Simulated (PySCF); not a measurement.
# H8HfN3O (Hf(NH2)3(H2O)+): the cost of one run

Program: PySCF 2.14.0. Level of theory: PBE0, Hf def2-SVP with ECP60, N def2-SVP, H def2-SVP, O def2-SVP; scalar-relativistic core potentials, no spin–orbit coupling. These are calculated values, not measurements.

1 further run of the same task is left out (for a known fault of the program).

## Step 1: Where the work starts

13 atoms, charge 1, spin multiplicity 1.

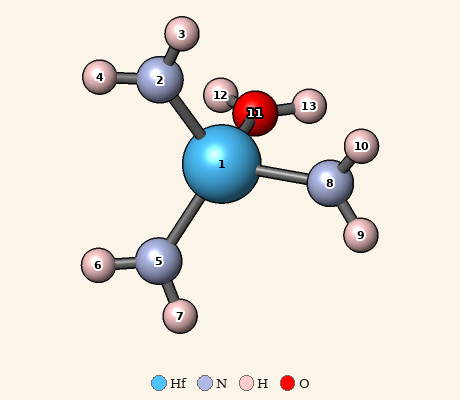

The geometry (hafnium blue, nitrogen light blue, hydrogen pink, oxygen red); atoms are numbered from 1 in the order of the file.

As a file:

```xyz
13

Hf    0.0882   -0.0882    0.1380
N     1.1304    1.2354    1.2172
H     2.0246    1.6603    0.9679
H     0.8950    1.5600    2.1571
N    -1.2354   -1.1304    1.2172
H    -1.5600   -0.8950    2.1571
H    -1.6603   -2.0246    0.9679
N     1.1601   -1.1601   -1.1724
H     0.9368   -2.0984   -1.5096
H     2.0984   -0.9368   -1.5096
O    -1.1169    1.1169   -1.3107
H    -1.7884    1.7884   -1.1177
H    -1.0440    1.0440   -2.2740
```

Formal oxidation states: Hf +4. An earlier session relaxed this geometry at PBE0, Hf def2-SVP with ECP60, N def2-SVP, H def2-SVP, O def2-SVP (singlet, point group Cs).

Its energy there is -291.769168 Eh.

## Step 2: One electron removed, multiplicity 2

The input, run.py (the lines that set the calculation):

```python
mol = gto.M(atom='''
Hf     0.08821    -0.08821     0.13804
N      1.13037     1.23544     1.21723
H      2.02463     1.66027     0.96790
H      0.89501     1.55997     2.15707
N     -1.23544    -1.13037     1.21723
H     -1.55997    -0.89501     2.15707
H     -1.66027    -2.02463     0.96790
N      1.16013    -1.16013    -1.17243
H      0.93685    -2.09844    -1.50959
H      2.09844    -0.93685    -1.50959
O     -1.11694     1.11694    -1.31068
H     -1.78843     1.78843    -1.11765
H     -1.04396     1.04396    -2.27399''',
    basis={'Hf': 'def2-SVP', 'N': 'def2-SVP', 'H': 'def2-SVP', 'O': 'def2-SVP'},
    ecp={'Hf': 'def2-SVP'},
    charge=2, spin=1)
mf = dft.UKS(mol, xc='PBE0')
mf.grids.atom_grid = (50, 194)
mf = mf.density_fit()  # fitting sets: Hf def2-universal-JKFIT, N def2-universal-JKFIT, H def2-universal-JKFIT, O def2-universal-JKFIT
mf.conv_tol = 1e-08; mf.max_cycle = 55
mf.kernel(dm0)  # dm0: the density of the relaxed state
```

Launch:

```sh
> OMP_NUM_THREADS=2 python run.py
```

**Question.** How long does this run take on 2 threads of Arm Neoverse V1, shared host?

About 7.5 s.
